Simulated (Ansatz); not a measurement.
# NH3 (ammonia) at 6 levels

Wanted: a comparison of 6 runs (UB3LYP/6-31G, UPBE/6-31G, r2SCAN/3-21G, revPBE/6-31G, wB97M-V/3-21G, wB97X/3-21G) of NH3 (ammonia). 

The results are computed with Ansatz 0.2.0.

48 further runs of the same task are left out: 48 set aside as unsound or not needed.

### 1 The structure to begin with

The species is NH3 (4 atoms), meant as a singlet with charge 0. As SMILES, `N`. The H2–N1 distance was set to 2.531 Å, away from the relaxed value. At this shape a bond of the SMILES string is far longer than usual.

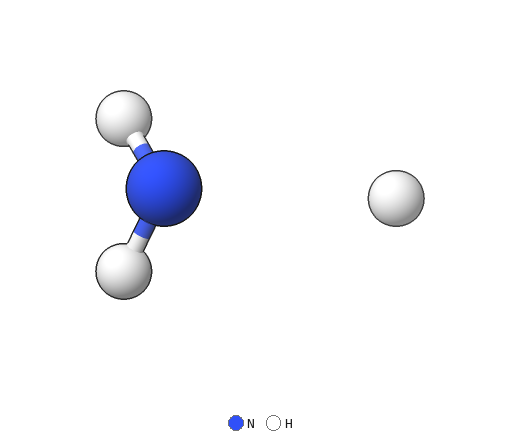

Viewed from a chosen angle; nitrogen blue, hydrogen white.

### 2 A single-point energy at UB3LYP/6-31G (run 1)

run.yaml

```yaml
crystal:
  periodic: [false, false, false]
  atoms:
    - {symbol: N, position_ang: [-0.910458, 1.076384, -0.846420]}
    - {symbol: H, position_ang: [0.490470, -0.301820, 0.749180]}
    - {symbol: H, position_ang: [-1.728028, 0.524974, -1.076260]}
    - {symbol: H, position_ang: [-0.373628, 1.181194, -1.698550]}
basis:
  gaussian:
    orbitals: 6-31G
total_charge: 0
magnetization:
  spin_polarized: true
  initial_magnetization: 0
hamiltonian:
  xc: {name: B3LYP}
accuracy: high
```

Command:

```console
$ ansatz run run.yaml --threads 1 --pin off --max-ram 3480MiB --events-out events.jsonl --progress --plain --runs-dir runs
```

The program printed:

```text
Warning: RAYON_NUM_THREADS=1 ignored (pool sized by the plan → 1); use --threads N
Functional definition: B3LYP
  name "B3LYP"
  parameter a0 = 0.2
  parameter ax = 0.72
  parameter ac = 0.81
  exchange = (1 - a0 - ax)*slater_x + ax*b88_x + a0*exact_x
  correlation = (1 - ac)*vwn_rpa_c + ac*lyp_c
348 factors; integrals over basis functions are off by at most 9.8e-9 eV
mean field evaluation 1: about -1518.1745 eV, gradient 4.6e1 eV
mean field evaluation 2: about -1491.7942 eV, gradient 7.5e1 eV
mean field evaluation 4: about -1532.2573 eV, gradient 4.5e0 eV
mean field evaluation 8: about -1532.3960 eV, gradient 2.6e-2 eV
mean field evaluation 16: about -1532.3960 eV, gradient 2.4e-6 eV
mean field evaluation 32: about -1529.4586 eV, gradient 3.0e1 eV
mean field -1533.56352954 eV, -56.3574202241 hartree, gradient 3.5e-8 eV, S^2 0.913872; 3 other end points of the search recorded, 0 dependent functions left out
reference -1533.56355448 eV, -56.3574211404 hartree; 5, 5 occupied and 10, 10 virtual orbitals, 348 factors
Total energy: -1533.56355448 eV, -56.3574211404 hartree
```

It took 0.88 s on 1 thread of Intel Xeon 6975P-C (Granite Rapids), shared host.

### 3 A single-point energy at UPBE/6-31G (run 2)

in.yaml

```yaml
crystal:
  periodic: [false, false, false]
  atoms:
    - {symbol: N, position_ang: [-0.910458, 1.076384, -0.846420]}
    - {symbol: H, position_ang: [0.490470, -0.301820, 0.749180]}
    - {symbol: H, position_ang: [-1.728028, 0.524974, -1.076260]}
    - {symbol: H, position_ang: [-0.373628, 1.181194, -1.698550]}
basis:
  gaussian:
    orbitals: 6-31G
magnetization:
  spin_polarized: true
  initial_magnetization: 0
hamiltonian:
  xc: {name: PBE}
accuracy: high
```

Command:

```console
$ ansatz run in.yaml --threads 1 --pin off --max-ram 3480MiB --events-out events.jsonl --progress --plain --runs-dir runs
```

The program printed:

```text
Warning: RAYON_NUM_THREADS=1 ignored (pool sized by the plan → 1); use --threads N
Functional definition: PBE
  name "PBE"
  parameter kappa = 0.804
  parameter beta = 0.06672455060314922
  exchange = pbe_x(kappa = kappa, mu = beta*pi^2/3)
  correlation = pbe_c(beta = beta)
348 factors; integrals over basis functions are off by at most 9.8e-9 eV
mean field evaluation 1: about -1513.9927 eV, gradient 5.0e1 eV
mean field evaluation 2: about -1475.3541 eV, gradient 8.4e1 eV
mean field evaluation 4: about -1524.8641 eV, gradient 2.2e1 eV
mean field evaluation 8: about -1529.6088 eV, gradient 1.2e1 eV
mean field evaluation 16: about -1530.6860 eV, gradient 1.4e-8 eV
mean field evaluation 32: about -1495.1572 eV, gradient 6.8e1 eV
mean field -1531.44066851 eV, -56.2794065199 hartree, gradient 9.4e-9 eV, S^2 0.885160; 3 other end points of the search recorded, 0 dependent functions left out
reference -1531.44067047 eV, -56.2794065919 hartree; 5, 5 occupied and 10, 10 virtual orbitals, 348 factors
Total energy: -1531.44067047 eV, -56.2794065919 hartree
```

Run time: 0.95 s. Hardware: 1 thread of Intel Xeon 6975P-C (Granite Rapids), shared host.

Runs 3 to 5 aren't shown in full; the table further down has their settings and results.

### 4 A single-point energy at wB97X/3-21G (run 6)

run.yaml

```yaml
crystal:
  periodic: [false, false, false]
  atoms:
    - symbol: "N"
      position_ang: [-0.910458, 1.076384, -0.846420]
    - symbol: H
      position_ang: [0.490470, -0.301820, 0.749180]
    - symbol: H
      position_ang: [-1.728028, 0.524974, -1.076260]
    - symbol: H
      position_ang: [-0.373628, 1.181194, -1.698550]
basis:
  gaussian:
    orbitals: 3-21G.json
total_charge: 0
magnetization:
  spin_polarized: false
  initial_magnetization: 0
hamiltonian:
  xc: {name: wB97X}
accuracy: high
```

The basis set 3-21G is read from a file made from the Basis Set Exchange's data (not shown).

Command:

```console
$ ansatz run run.yaml --threads 1 --pin off --max-ram 3480MiB --events-out events.jsonl --progress --plain --runs-dir runs
```

The program printed (excerpt; [...] marks lines left out):

```text
Warning: RAYON_NUM_THREADS=1 ignored (pool sized by the plan → 1); use --threads N
Functional definition: wB97X
  name "wB97X"
[...]
      + exact_x_lr(omega)
[...]
      + integral(e_c_pw_opposite_spin*poly(b97_u_opposite, 1, cos1, cos2, cos3, cos4))
284 factors; integrals over basis functions are off by at most 1.9e-9 eV
122 factors; integrals over basis functions are off by at most 5.7e-10 eV
[...]
mean field -1522.96201499 eV, -55.9678217502 hartree, gradient 1.4e-8 eV, S^2 0.000000; 0 other end points of the search recorded, 0 dependent functions left out
reference -1522.96201365 eV, -55.9678217010 hartree; 5, 5 occupied and 10, 10 virtual orbitals, 284 factors
Total energy: -1522.96201365 eV, -55.9678217010 hartree
```

Wall time 1.3 s (1 thread of Intel Xeon 6975P-C (Granite Rapids), shared host); peak memory 0.17 GiB.

### 5 All runs side by side

```tsv
run	level	energy (Eh)	wall time
1	UB3LYP/6-31G	-56.357421	0.88 s
2	UPBE/6-31G	-56.279407	0.95 s
3	r2SCAN/3-21G	-55.978103	0.64 s
4	revPBE/6-31G	-56.312553	0.3 s
5	wB97M-V/3-21G	-55.957914	2.5 s
6	wB97X/3-21G	-55.967822	1.3 s
```

### 6 What came out

```
           quantity         value
run 6: total energy  -55.96782 Eh
```

In words: Totals of different functionals can't be ranked against each other. In runs 3, 4, 5, 6 a closed-shell determinant meets a far-stretched bond, which it describes badly. Spin contamination of the reference: run 1 ⟨S²⟩ = 0.91, run 2 ⟨S²⟩ = 0.89. Where it is this large, the reference is a mixture of spin states, and values that rest on it are in doubt. All runs together took 6.6 s, the longest 2.5 s.
